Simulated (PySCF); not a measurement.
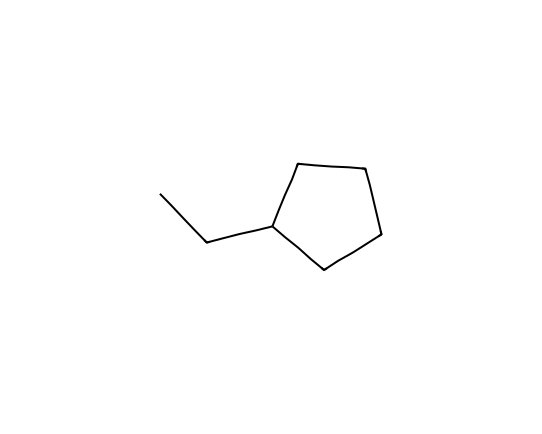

2D structure.

Transcribe the drawing into SMILES.

CCC1CCCC1

What is the molecular formula?

C7H14.

An optimisation with PBE0-D3(BJ)/def2-SVP gave a structure of which point group?

C1. Other conformers may differ.

The parts below concern this one geometry. Atoms keep their numbers from picture to picture. The computed structure is the end point of a PBE0-D3(BJ)/def2-SVP optimisation. No frequency run is at hand to confirm it as a minimum.

### Geometry

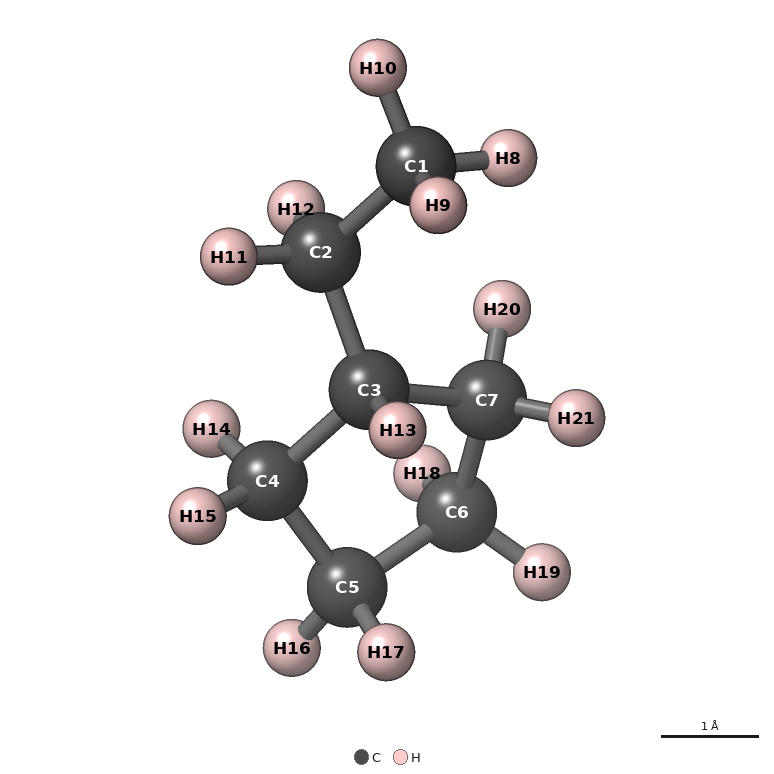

Numbered structure. No frequency run is at hand to confirm it as a minimum.

Describe the coordination of atom 2.

C2 has 4 neighbours (C1 at 1.52, C3 at 1.52, H11 at 1.10, H12 at 1.11 Å); the arrangement is tetrahedral.

What is the geometry at C1?

C1 has 4 neighbours (C2 at 1.52, H8 at 1.10, H9 at 1.10, H10 at 1.10 Å); the arrangement is tetrahedral.

Describe the coordination of atom 3.

C3 has 4 neighbours (C2 at 1.52, C4 at 1.53, C7 at 1.55, H13 at 1.11 Å); the arrangement is tetrahedral.

Describe the coordination of atom 5.

C5 has 4 neighbours (C4 at 1.52, C6 at 1.53, H16 at 1.10, H17 at 1.10 Å); the arrangement is tetrahedral.

What is the dihedral angle C7–C3–C4–C5?

32° in size, that is gauche.

### Ring current

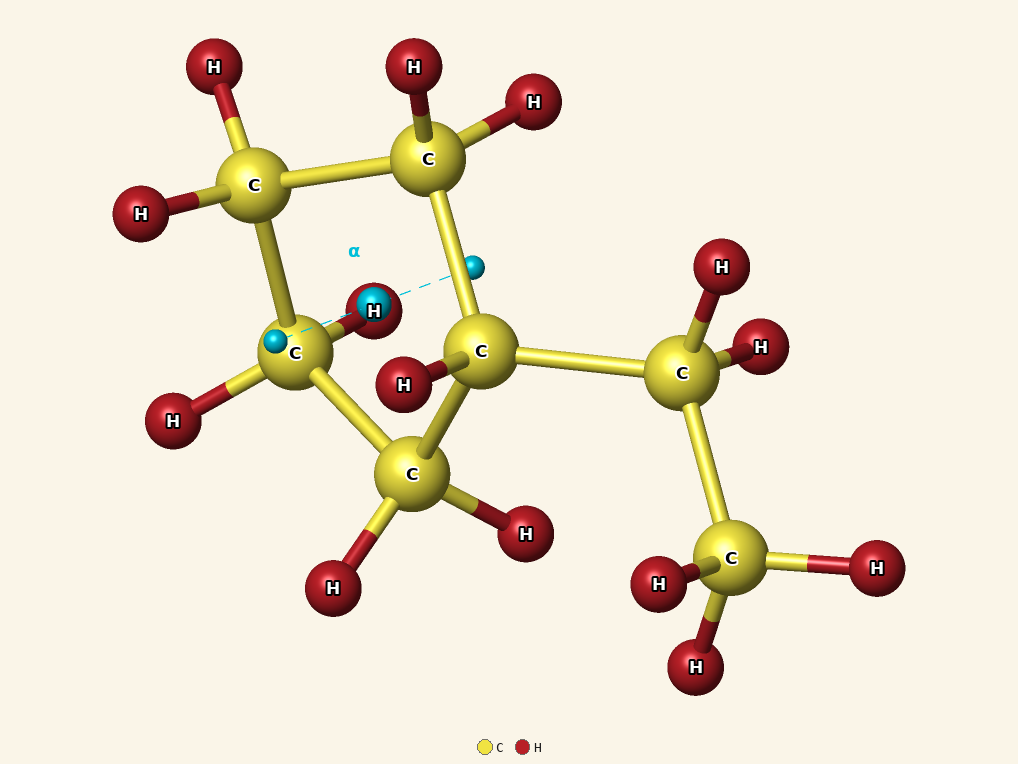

The small points mark where nucleus-independent chemical shifts (NICS) were computed: at the centre of each lettered ring and 1 Å above and below it. No frequency run is at hand to confirm it as a minimum. Properties computed with GIAO PBE0/pcSseg-1 NMR shielding, non-relativistic, gas phase (PySCF 2.14.0).

Give NICS(0), NICS(1) and the out-of-plane component NICS(1)zz for each ring (means of the two sides).

| ring | members | NICS(0) | NICS(1) | NICS(1)zz |
| --- | --- | --- | --- | --- |
| α | C5 | −5.3 | −3.9 | −3.3 |

Values in ppm.

What do the values say about the ring currents?

Ring α: weak, as in a non-aromatic ring. NICS is one index among several.

### Excitation

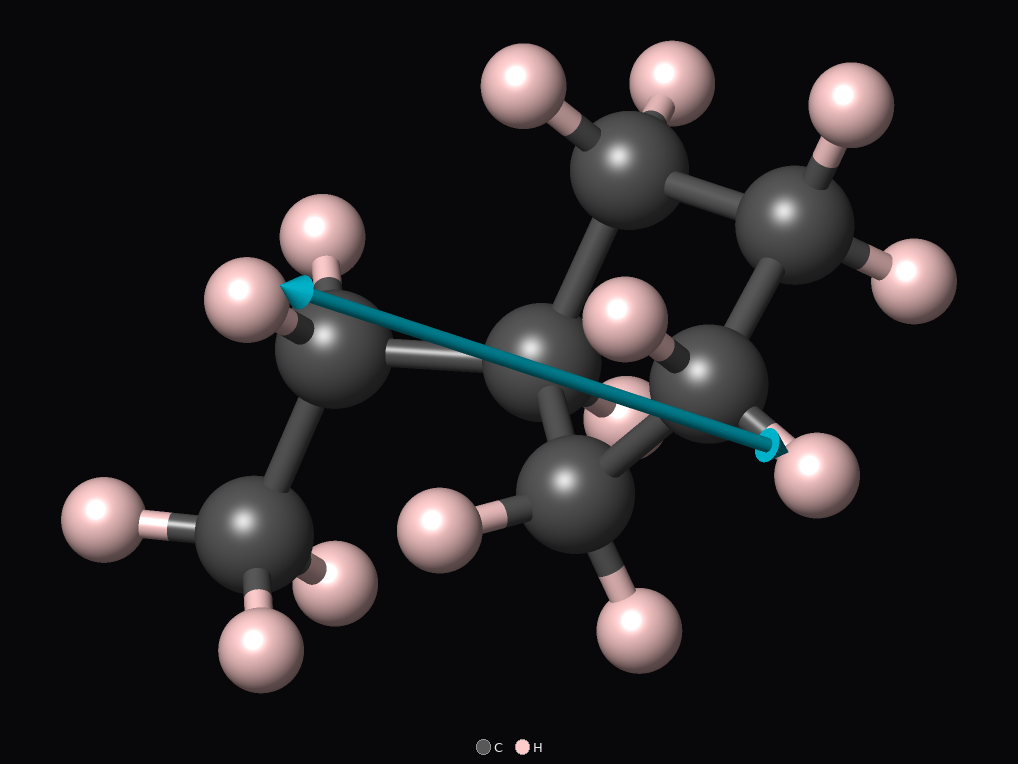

The double arrow shows the direction of the transition dipole to excited singlet state 5 (its length means nothing). No frequency run is at hand to confirm it as a minimum. Level of theory: TDDFT CAM-B3LYP/def2-SVPD, vertical, gas phase, core orbitals frozen in the response (PySCF 2.14.0).

Where does the transition lie, and how strong is it?

9.00 eV (138 nm), oscillator strength 0.020, mainly HOMO → LUMO+2 (weight 0.59); transition dipole 0.76 D.

### NMR shielding

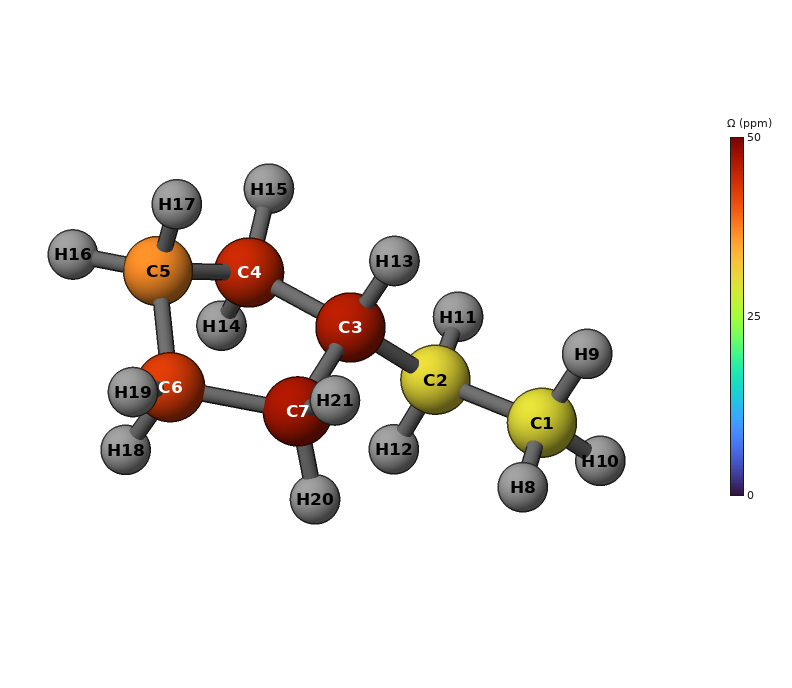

The C atoms are coloured by the span of their shielding tensor. No frequency run is at hand to confirm it as a minimum. Level of theory: GIAO B3LYP/pcSseg-1 NMR shielding, non-relativistic, gas phase (PySCF 2.14.0). Principal shieldings σ11 ≤ σ22 ≤ σ33, span Ω = σ33 − σ11, skew κ = 3(σiso − σ22)/Ω.

Give the shielding tensors of the C atoms.

```
atom    σ11    σ22    σ33   σiso     Ω      κ
  C1  150.3  158.1  180.3  162.9  29.9   0.48
  C2  131.8  140.0  162.2  144.7  30.4   0.46
  C3  111.3  133.8  157.1  134.1  45.8   0.02
  C4  114.4  145.6  158.9  139.6  44.5  −0.40
  C5  125.2  156.7  161.6  147.8  36.4  −0.73
  C6  124.3  158.8  166.8  150.0  42.5  −0.62
  C7  122.2  150.2  168.7  147.0  46.5  −0.20
```

Shieldings and span in ppm.
